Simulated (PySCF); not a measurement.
# C₁₁H₁₈OSi: NMR shifts at several levels of theory

How much do the NMR shifts of C₁₁H₁₈OSi (`COc1ccc([C@@H](C)[SiH](C)C)cc1`) depend on the level of theory, and what does each level cost?

The runs use PySCF 2.14.0, with density-fitted response routines of our own; the level of theory stands in each step. All values are computed, except where a source is named. Atoms are numbered from 0 throughout.

### 1 The molecule as given

31 atoms, charge 0, multiplicity 1; geometry from: GFN2-xTB.

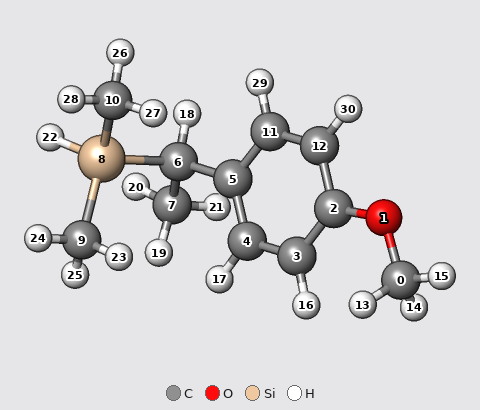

As it starts; carbon grey, oxygen red, silicon light orange, hydrogen white, atoms numbered.

### 2 Optimising the geometry at PBE0-D3(BJ)/def2-SVP

Job settings and geometry (Å):

```
{"job": {"xc": "PBE0", "basis": "def2-SVP", "d3": "d3bj", "grid": 1, "kind": "geom"}, "charge": 0, "multiplicity": 1}
C      4.528540     0.743030    -0.389840
O      3.555000     0.226920    -1.261030
C      2.319810    -0.069950    -0.754340
C      1.930490     0.113650     0.565540
C      0.648770    -0.227730     0.965550
C     -0.273890    -0.762360     0.077960
C     -1.674540    -1.108300     0.486180
C     -1.750380    -1.799620     1.846030
Si    -2.780070     0.467090     0.414130
C     -2.189250     1.767570     1.669060
C     -2.694060     1.192000    -1.339820
C      0.129740    -0.936140    -1.244310
C      1.399200    -0.598240    -1.659060
H      4.223560     1.706190     0.033490
H      4.753130     0.045410     0.424000
H      5.422070     0.885000    -0.996060
H      2.611830     0.523680     1.295160
H      0.375850    -0.070650     1.997880
H     -2.065350    -1.809730    -0.257910
H     -1.468980    -1.129770     2.653550
H     -2.766780    -2.137990     2.033860
H     -1.088950    -2.664700     1.874060
H     -4.162420     0.059730     0.734500
H     -1.169090     2.077790     1.460740
H     -2.816070     2.653260     1.632080
H     -2.220790     1.389990     2.686470
H     -3.099590     0.505140    -2.076090
H     -1.667400     1.407700    -1.622410
H     -3.258080     2.116640    -1.408790
H     -0.568760    -1.346340    -1.960290
H      1.706820    -0.736970    -2.683840
```

Standard output:

```text
step   0  E = -793.59691259  max force = 0.015400
step   1  E = -793.60030266  max force = 0.008003
step   2  E = -793.59930161  max force = 0.011897
step   3  E = -793.60073781  max force = 0.001806
step   4  E = -793.60076418  max force = 0.002463
step   5  E = -793.60081017  max force = 0.001484
step   6  E = -793.60082599  max force = 0.000644
step   7  E = -793.60082803  max force = 0.000734
step   8  E = -793.60084276  max force = 0.000440
optimisation converged
```

Wall time 11 min (8 threads of Intel Xeon at 2.50GHz (Skylake/Cascade Lake), shared host).

Along the way: (the energy doesn't fall at every step)

```
step  energy from step 0 (eV)  largest force component (eV/Å)
   0                   0.0000                          0.7919
   1                  -0.0922                          0.4115
   2                  -0.0650                          0.6118
   3                  -0.1041                          0.0929
   4                  -0.1048                          0.1267
   5                  -0.1061                          0.0763
   6                  -0.1065                          0.0331
   7                  -0.1065                          0.0377
   8                  -0.1069                          0.0226
```

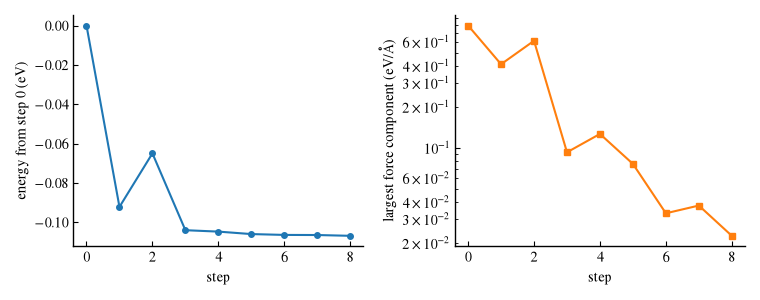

Energy and force, step by step.

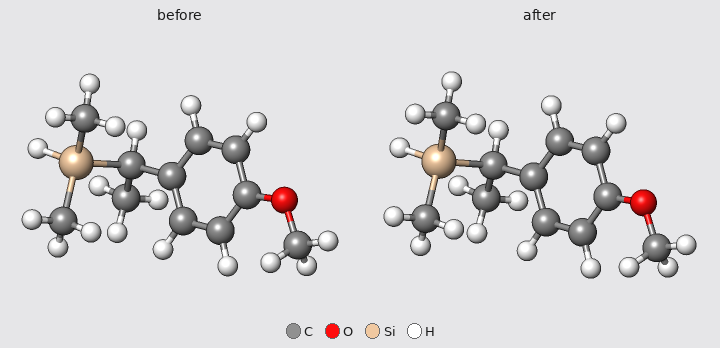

Before and after, at one scale.

Distances of close pairs at the start and the end, largest changes first:

```
   bond  before (Å)  after (Å)  change (Å)
Si8–H22       1.476      1.503      +0.027
 Si8–C9       1.901      1.880      -0.021
Si8–C10       1.900      1.879      -0.021
  O1–C2       1.368      1.351      -0.017
C10–H28       1.085      1.101      +0.016
C10–H26       1.086      1.101      +0.016
 C9–H24       1.086      1.101      +0.016
 C9–H25       1.086      1.101      +0.015
```

The end geometry stands in the next job.

```
                         at the end point                value
  point group (found at 0.08 Å tolerance)                   C1
rotational constants (GHz, main isotopes)  1.277, 0.363, 0.350
                        dipole moment (D)                 1.44
```

### 3 NMR shieldings: PBE0/pcSseg-1

Job settings and geometry (Å):

```
{"job": {"kind": "nmr", "xc": "PBE0", "basis": "pcSseg-1", "pop": false}, "charge": 0, "multiplicity": 1}
C      4.526781     0.828620    -0.332766
O      3.560937     0.350956    -1.222791
C      2.348434     0.003667    -0.738406
C      1.972671     0.092714     0.604492
C      0.689655    -0.293473     0.998310
C     -0.251822    -0.775764     0.084337
C     -1.657802    -1.136933     0.488884
C     -1.778997    -1.808719     1.855928
Si    -2.762997     0.418693     0.371851
C     -2.185711     1.725117     1.594520
C     -2.743230     1.107707    -1.375782
C      0.152315    -0.862796    -1.259078
C      1.420845    -0.482122    -1.669240
H      4.202635     1.758197     0.169152
H      4.781495     0.081644     0.440702
H      5.425200     1.042788    -0.926005
H      2.669944     0.459537     1.358420
H      0.427220    -0.211544     2.055590
H     -2.060289    -1.826702    -0.274667
H     -1.502652    -1.133458     2.681133
H     -2.814416    -2.131972     2.043381
H     -1.126786    -2.694456     1.926560
H     -4.164202     0.002213     0.722520
H     -1.156803     2.041824     1.361739
H     -2.835348     2.613249     1.546014
H     -2.204526     1.352585     2.630531
H     -3.140160     0.378581    -2.099602
H     -1.716180     1.365358    -1.678665
H     -3.358942     2.018572    -1.442556
H     -0.553286    -1.243777    -2.003329
H      1.726376    -0.558006    -2.714729
```

Level: GIAO PBE0/pcSseg-1 NMR shielding, non-relativistic, gas phase.

Standard output:

```text
coarse grid: 25816 points
cycle   1  E = -793.7450029737  dE =  1.625e+00  |g| = 6.946e-01  |ddm| = 5.154e+00
cycle   2  E = -793.7067283659  dE =  3.827e-02  |g| = 8.314e-01  |ddm| = 1.470e+00
cycle   3  E = -793.8557217002  dE = -1.490e-01  |g| = 1.178e-01  |ddm| = 8.380e-01
cycle   4  E = -793.8581132160  dE = -2.392e-03  |g| = 4.546e-02  |ddm| = 1.274e-01
cycle   5  E = -793.8585715369  dE = -4.583e-04  |g| = 1.155e-02  |ddm| = 5.121e-02
cycle   6  E = -793.8585989685  dE = -2.743e-05  |g| = 5.743e-03  |ddm| = 1.801e-02
cycle   7  E = -793.8586072480  dE = -8.280e-06  |g| = 9.901e-04  |ddm| = 7.239e-03
final grid: 243120 points
cycle   8  E = -793.9456830483  dE = -7.475e-05  |g| = 1.394e-02  |ddm| = 7.098e-02
cycle   9  E = -793.9456410380  dE =  4.201e-05  |g| = 2.016e-02  |ddm| = 2.849e-02
cycle  10  E = -793.9457239003  dE = -8.286e-05  |g| = 2.831e-03  |ddm| = 1.902e-02
cycle  11  E = -793.9457258296  dE = -1.929e-06  |g| = 4.357e-04  |ddm| = 3.228e-03
cycle  12  E = -793.9457258630  dE = -3.339e-08  |g| = 2.573e-04  |ddm| = 6.484e-04
cycle  13  E = -793.9457258792  dE = -1.619e-08  |g| = 4.480e-05  |ddm| = 2.986e-04
cycle  14  E = -793.9457258796  dE = -4.572e-10  |g| = 1.505e-05  |ddm| = 6.277e-05
converged SCF energy = -793.9457258796

GIAO shielding tensors (ppm)
atom      isotropic    diamagn.    paramagn.     s11        s22        s33       span
  0 C      130.659     243.086    -112.427    103.463    111.846    176.668     73.206
  1 O      236.067     394.253    -158.186    134.189    279.463    294.549    160.359
  2 C       22.324     263.208    -240.884    -57.738      9.502    115.206    172.944
  3 C       72.833     260.732    -187.898    -17.359     57.040    178.820    196.179
  4 C       53.126     256.378    -203.252    -54.992     39.255    175.114    230.106
  5 C       44.940     265.179    -220.239    -46.786     10.104    171.502    218.288
  6 C      155.402     250.508     -95.105    143.340    150.461    172.406     29.066
  7 C      168.090     246.584     -78.494    152.521    167.313    184.435     31.914
  8 Si     362.635     882.045    -519.410    328.643    374.555    384.707     56.064
  9 C      193.399     255.207     -61.808    187.808    193.624    198.766     10.958
 10 C      188.687     255.184     -66.497    182.144    190.148    193.768     11.624
 11 C       48.446     254.857    -206.410    -54.371     44.619    155.091    209.462
 12 C       62.384     255.585    -193.201    -25.783     52.353    160.582    186.365
 13 H       27.802      28.944      -1.142     24.246     25.709     33.452      9.206
 14 H       27.814      27.324       0.490     24.191     25.597     33.654      9.463
 15 H       27.268      25.162       2.106     22.682     25.721     33.401     10.719
 16 H       24.689      34.731     -10.042     20.065     24.341     29.661      9.596
 17 H       24.181      36.953     -12.772     20.110     21.997     30.437     10.326
 18 H       29.264      34.325      -5.061     24.525     28.966     34.302      9.777
 19 H       29.772      32.011      -2.239     25.980     28.716     34.621      8.641
 20 H       29.947      28.528       1.419     25.139     27.499     37.203     12.064
 21 H       29.917      30.002      -0.085     25.688     27.198     36.864     11.176
 22 H       27.051      29.959      -2.908     23.941     24.870     32.343      8.401
 23 H       31.502      35.193      -3.691     25.721     31.509     37.277     11.556
 24 H       31.511      28.668       2.843     26.366     28.203     39.963     13.597
 25 H       31.192      31.042       0.149     26.248     29.421     37.906     11.658
 26 H       31.290      30.949       0.341     26.888     28.515     38.468     11.580
 27 H       31.396      35.150      -3.754     25.615     31.653     36.919     11.304
 28 H       31.399      28.745       2.653     26.208     28.327     39.661     13.453
 29 H       24.237      35.965     -11.728     20.922     22.676     29.113      8.191
 30 H       24.291      32.415      -8.124     20.122     24.852     27.898      7.776
```

Wall time 3.5 min (8 threads of Intel Xeon at 2.50GHz (Skylake/Cascade Lake), shared host).

The references, computed at this level on geometries of the same kind, shield at (ppm): ¹H TMS 31.27, ¹³C TMS 184.4, ²⁹Si TMS 352.0, ¹⁷O H2O 334.6. Their shielding less the atom's gives the shift. The references are single molecules in the gas phase, so shifts against H2O, NH3, PH3, H3PO4 or CFCl3 are not on the usual liquid scales and can be off by tens of ppm. Atoms listed in one row are averaged.

```
        atoms                                              environment  σ (ppm)  δ (ppm)  δ scaled to CDCl3
           C2                           aromatic carbon bearing oxygen     22.3    162.1              156.9
           C5                              substituted aromatic carbon     44.9    139.5              134.9
      C4, C11                                              aromatic CH     50.8    133.6              129.2
      C3, C12                                              aromatic CH     67.6    116.8              112.9
           C0                                methyl carbon bonded to O    130.7     53.7               51.7
           C6                 sp3 CH bonded to Si, on an aromatic ring    155.4     29.0               27.7
           C7                                            methyl carbon    168.1     16.3               15.3
          C10                               methyl carbon bonded to Si    188.7     -4.3               -4.7
           C9                               methyl carbon bonded to Si    193.4     -9.0               -9.2
     H17, H29                               hydrogen on an aromatic CH    24.21     7.06               6.91
     H16, H30                               hydrogen on an aromatic CH    24.49     6.78               6.64
          H22                      hydrogen on a silicon bonded to 3 C    27.05     4.22                  –
H13, H14, H15                  hydrogen on a methyl carbon bonded to O    27.63     3.64               3.67
          H18  hydrogen on an sp3 CH bonded to Si, on an aromatic ring    29.26     2.00               2.11
H19, H20, H21                              hydrogen on a methyl carbon    29.88     1.39               1.53
H26, H27, H28                 hydrogen on a methyl carbon bonded to Si    31.36    -0.09               0.13
H23, H24, H25                 hydrogen on a methyl carbon bonded to Si    31.40    -0.13               0.09
           O1                                             ether oxygen    236.1     98.5                  –
          Si8                                 silicon bonded to 3 C, H    362.6    -10.6                  –
```

The scaled column applies a straight-line fit of computed shieldings to shifts measured in CDCl3 (root-mean-square error 0.21 ppm for H, 2.0 ppm for C).

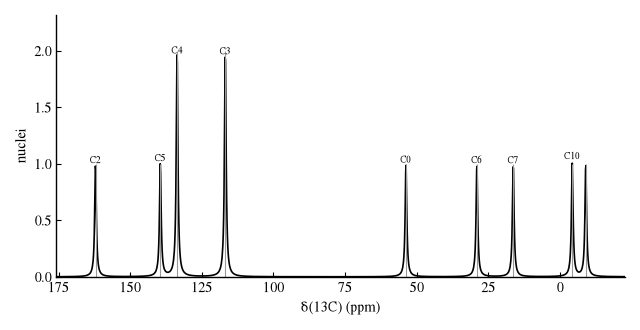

¹³C lines at the computed shifts, without couplings. Lines are broadened to a width of 0.68 ppm (Lorentzian).

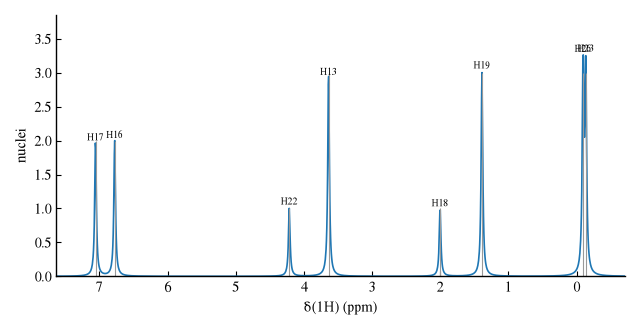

¹H lines at the computed shifts, without couplings. Lines are broadened to a width of 0.03 ppm (Lorentzian).

Ring of atoms C2, C3, C4, C5, C11, C12: NICS(0) -9.2, NICS(1) -10.8, NICS(1)zz -26.1 ppm (means of both faces).

### 4 Shielding tensors: PBE/pcSseg-1

Settings changed since step 3:

```diff
@@ -1,2 +1,2 @@
-{"job": {"kind": "nmr", "xc": "PBE0", "basis": "pcSseg-1", "pop": false}, "charge": 0, "multiplicity": 1}
+{"job": {"kind": "nmr", "xc": "PBE", "basis": "pcSseg-1", "pop": false}, "charge": 0, "multiplicity": 1}
 C      4.526781     0.828620    -0.332766
```

Method: GIAO PBE/pcSseg-1 NMR shielding, non-relativistic, gas phase.

Standard output:

```text
coarse grid: 25816 points
cycle   1  E = -793.5116388630  dE =  1.245e+00  |g| = 9.631e-01  |ddm| = 5.268e+00
cycle   2  E = -793.1709451357  dE =  3.407e-01  |g| = 1.521e+00  |ddm| = 2.638e+00
cycle   3  E = -793.7308231561  dE = -5.599e-01  |g| = 2.391e-01  |ddm| = 1.879e+00
cycle   4  E = -793.7419099263  dE = -1.109e-02  |g| = 8.215e-02  |ddm| = 2.833e-01
cycle   5  E = -793.7433425615  dE = -1.433e-03  |g| = 3.153e-02  |ddm| = 1.096e-01
cycle   6  E = -793.7435604960  dE = -2.179e-04  |g| = 1.600e-02  |ddm| = 4.978e-02
cycle   7  E = -793.7436243871  dE = -6.389e-05  |g| = 3.623e-03  |ddm| = 2.139e-02
cycle   8  E = -793.7436275168  dE = -3.130e-06  |g| = 1.180e-03  |ddm| = 5.006e-03
final grid: 243120 points
cycle   9  E = -793.8626363704  dE = -7.649e-05  |g| = 2.295e-02  |ddm| = 9.980e-02
cycle  10  E = -793.8623673614  dE =  2.690e-04  |g| = 4.250e-02  |ddm| = 5.475e-02
cycle  11  E = -793.8627419706  dE = -3.746e-04  |g| = 7.519e-03  |ddm| = 4.084e-02
cycle  12  E = -793.8627552000  dE = -1.323e-05  |g| = 1.219e-03  |ddm| = 8.728e-03
cycle  13  E = -793.8627554788  dE = -2.789e-07  |g| = 6.548e-04  |ddm| = 1.831e-03
cycle  14  E = -793.8627555946  dE = -1.158e-07  |g| = 1.191e-04  |ddm| = 8.191e-04
cycle  15  E = -793.8627555979  dE = -3.310e-09  |g| = 4.438e-05  |ddm| = 1.614e-04
cycle  16  E = -793.8627555984  dE = -4.447e-10  |g| = 1.281e-05  |ddm| = 4.729e-05
converged SCF energy = -793.8627555984

GIAO shielding tensors (ppm)
atom      isotropic    diamagn.    paramagn.     s11        s22        s33       span
  0 C      125.058     243.415    -118.357     96.093    105.806    173.275     77.181
  1 O      218.102     393.852    -175.750    111.817    260.383    282.107    170.289
  2 C       19.916     263.546    -243.630    -52.011      4.789    106.971    158.983
  3 C       71.252     260.340    -189.088    -15.963     55.917    173.803    189.766
  4 C       51.708     255.876    -204.168    -52.401     38.172    169.352    221.752
  5 C       42.597     264.516    -221.919    -44.562      7.592    164.761    209.324
  6 C      147.735     251.133    -103.397    135.949    142.563    164.693     28.744
  7 C      163.217     246.635     -83.419    147.083    161.834    180.733     33.650
  8 Si     346.131     883.368    -537.238    310.510    359.099    368.784     58.274
  9 C      189.463     254.183     -64.720    183.968    189.615    194.808     10.840
 10 C      184.284     254.123     -69.839    177.724    185.625    189.503     11.780
 11 C       46.990     254.125    -207.136    -51.338     44.433    147.875    199.213
 12 C       60.754     255.082    -194.328    -23.654     51.717    154.199    177.853
 13 H       27.646      29.226      -1.581     24.271     25.482     33.185      8.914
 14 H       27.660      27.420       0.241     24.181     25.421     33.380      9.199
 15 H       27.170      25.066       2.104     22.834     25.728     32.948     10.114
 16 H       24.753      34.848     -10.095     20.433     24.175     29.649      9.216
 17 H       24.214      37.234     -13.021     20.314     21.904     30.423     10.109
 18 H       29.076      34.213      -5.137     24.624     28.942     33.661      9.037
 19 H       29.670      32.253      -2.583     26.119     28.663     34.229      8.110
 20 H       29.873      28.270       1.604     25.312     27.593     36.715     11.403
 21 H       29.850      30.154      -0.305     25.834     27.184     36.531     10.697
 22 H       26.852      29.906      -3.054     23.852     24.786     31.916      8.064
 23 H       31.417      35.147      -3.729     25.855     31.482     36.915     11.060
 24 H       31.460      28.676       2.784     26.541     28.324     39.515     12.974
 25 H       31.102      31.029       0.073     26.320     29.442     37.544     11.224
 26 H       31.208      30.903       0.306     26.998     28.537     38.089     11.092
 27 H       31.290      35.063      -3.773     25.767     31.618     36.484     10.718
 28 H       31.322      28.751       2.572     26.342     28.424     39.201     12.859
 29 H       24.303      36.088     -11.784     21.239     22.581     29.091      7.852
 30 H       24.403      32.475      -8.073     20.567     24.732     27.909      7.343
```

Wall time 2.5 min (8 threads of Intel Xeon at 2.50GHz (Skylake/Cascade Lake), shared host).

This run: δ C2 160.1, C5 137.4, C4 130.7, C3 114.0, H17 6.94, H16 6.62 ppm (means over like atoms).

### 5 Shielding tensors: wB97X-D/pcSseg-1

Settings changed since step 4:

```diff
@@ -1,2 +1,2 @@
-{"job": {"kind": "nmr", "xc": "PBE", "basis": "pcSseg-1", "pop": false}, "charge": 0, "multiplicity": 1}
+{"job": {"kind": "nmr", "xc": "wB97X-D", "basis": "pcSseg-1", "pop": false}, "charge": 0, "multiplicity": 1}
 C      4.526781     0.828620    -0.332766
```

Level: GIAO wB97X-D/pcSseg-1 NMR shielding, non-relativistic, gas phase.

Standard output:

```text
coarse grid: 25816 points
cycle   1  E = -794.3128917885  dE =  2.138e+00  |g| = 6.161e-01  |ddm| = 5.091e+00
cycle   2  E = -794.3374087787  dE = -2.452e-02  |g| = 5.909e-01  |ddm| = 1.047e+00
cycle   3  E = -794.3975738790  dE = -6.017e-02  |g| = 8.827e-02  |ddm| = 4.681e-01
cycle   4  E = -794.3988528524  dE = -1.279e-03  |g| = 3.799e-02  |ddm| = 9.639e-02
cycle   5  E = -794.3991819191  dE = -3.291e-04  |g| = 5.740e-03  |ddm| = 4.426e-02
cycle   6  E = -794.3991896646  dE = -7.746e-06  |g| = 2.648e-03  |ddm| = 1.035e-02
final grid: 243120 points
cycle   7  E = -794.4957364103  dE = -3.276e-04  |g| = 6.398e-03  |ddm| = 7.114e-02
cycle   8  E = -794.4957396848  dE = -3.275e-06  |g| = 5.798e-03  |ddm| = 1.421e-02
cycle   9  E = -794.4957475231  dE = -7.838e-06  |g| = 1.172e-03  |ddm| = 6.279e-03
cycle  10  E = -794.4957478588  dE = -3.357e-07  |g| = 4.614e-04  |ddm| = 1.842e-03
cycle  11  E = -794.4957479104  dE = -5.163e-08  |g| = 9.378e-05  |ddm| = 6.184e-04
cycle  12  E = -794.4957479127  dE = -2.257e-09  |g| = 3.421e-05  |ddm| = 1.425e-04
cycle  13  E = -794.4957479130  dE = -3.572e-10  |g| = 1.339e-05  |ddm| = 6.446e-05
converged SCF energy = -794.4957479130

GIAO shielding tensors (ppm)
atom      isotropic    diamagn.    paramagn.     s11        s22        s33       span
  0 C      130.306     242.679    -112.372    103.805    111.338    175.776     71.972
  1 O      243.402     394.859    -151.457    146.105    287.353    296.749    150.644
  2 C       20.896     263.439    -242.543    -62.729     10.021    115.395    178.123
  3 C       71.895     261.521    -189.626    -19.442     56.718    178.409    197.851
  4 C       51.861     257.559    -205.697    -58.291     38.911    174.965    233.256
  5 C       43.338     265.611    -222.272    -51.087      9.089    172.013    223.101
  6 C      157.028     251.280     -94.252    143.860    152.970    174.252     30.392
  7 C      168.063     246.349     -78.287    152.769    167.516    183.903     31.135
  8 Si     362.382     881.899    -519.518    328.370    373.327    385.448     57.078
  9 C      193.258     255.628     -62.370    187.557    193.500    198.717     11.160
 10 C      188.816     255.529     -66.713    182.292    190.244    193.913     11.621
 11 C       47.077     256.138    -209.062    -58.108     43.646    155.692    213.800
 12 C       61.314     256.430    -195.117    -28.673     51.747    160.867    189.541
 13 H       27.930      29.152      -1.222     24.366     25.857     33.568      9.202
 14 H       27.942      27.479       0.463     24.320     25.738     33.768      9.448
 15 H       27.399      25.143       2.255     22.777     25.861     33.557     10.780
 16 H       24.794      34.944     -10.151     20.183     24.453     29.745      9.562
 17 H       24.276      37.293     -13.018     20.275     22.052     30.501     10.226
 18 H       29.490      34.572      -5.082     24.708     29.215     34.547      9.839
 19 H       29.887      32.235      -2.348     26.086     28.841     34.734      8.647
 20 H       30.072      28.522       1.550     25.262     27.605     37.347     12.085
 21 H       30.046      30.120      -0.075     25.833     27.359     36.945     11.111
 22 H       27.220      29.883      -2.663     24.106     25.011     32.541      8.435
 23 H       31.610      35.868      -4.258     25.853     31.646     37.331     11.478
 24 H       31.607      28.626       2.981     26.480     28.302     40.040     13.559
 25 H       31.304      31.228       0.076     26.394     29.557     37.961     11.567
 26 H       31.405      31.064       0.341     27.009     28.674     38.534     11.525
 27 H       31.522      35.803      -4.281     25.747     31.795     37.025     11.278
 28 H       31.511      28.695       2.816     26.342     28.434     39.757     13.414
 29 H       24.331      36.224     -11.894     21.065     22.716     29.212      8.147
 30 H       24.374      32.468      -8.094     20.205     24.901     28.017      7.812
```

Wall time 3.7 min (8 threads of Intel Xeon at 2.50GHz (Skylake/Cascade Lake), shared host).

Key values: δ C2 163.6, C5 141.2, C4 135.1, C3 117.9, H17 7.08, H16 6.80 ppm (means over like atoms).

[end of part 1 of 2]
